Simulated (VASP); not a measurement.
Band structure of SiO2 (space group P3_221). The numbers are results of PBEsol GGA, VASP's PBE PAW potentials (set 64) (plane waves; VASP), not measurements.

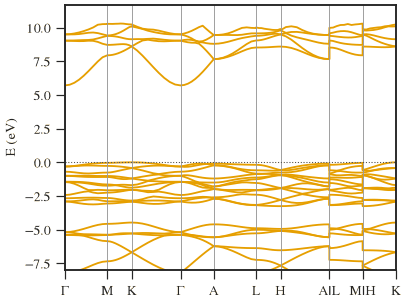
*Bands along high-symmetry lines, zero at the valence-band maximum or, without a gap, the Fermi level*

**Question.** Read the plot: is there a gap, and where are the band edges?

**Answer.** The gap is indirect, 5.71 eV, from the valence maximum at K to the conduction minimum at Γ. (Edges off the drawn lines would not show.)

The structure comes from a computed database's SiO2 entry (P3_221); how it stands against other phases isn't given here. It was relaxed first.
